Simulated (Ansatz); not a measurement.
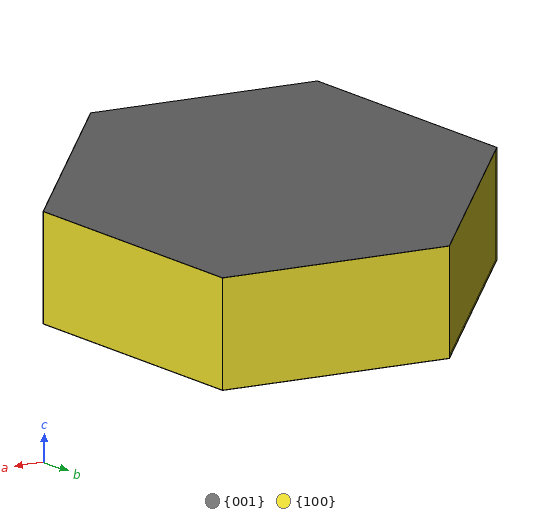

Be3H4Br2, space group P-3m1 (No. 164), a = 3.354 Å, b = 3.354 Å, c = 9.717 Å, α = 90.00°, β = 90.00°, γ = 120.00°. The shape was computed with the Donnay–Harker form of the Bravais–Friedel law: planes with larger spacing d grow more slowly and so show as larger faces; centring, glide planes and screw axes halve or divide d. Source: coordinates from a relaxation with DFT PBE, scalar-relativistic, plane waves, PAW in Ansatz; the starting structure was generated, so it need not be a known form of this composition. Forms under 0.4 % of the area are left out.

Q: Which form makes up most of the surface, and how much?

A: {001}, with 2 faces and about 63 % of the area; its spacing is d = 9.717 Å.

Q: Describe the habit.

A: It is plate-like. Widths along a, b and c stand as 1.00 : 1.00 : 0.26.

Q: List the forms with their spacings and shares.

A:
```tsv
form	faces	d (Å)	share of area (%)
{001}	2	9.717	62.6
{100}	6	2.905	37.4
```
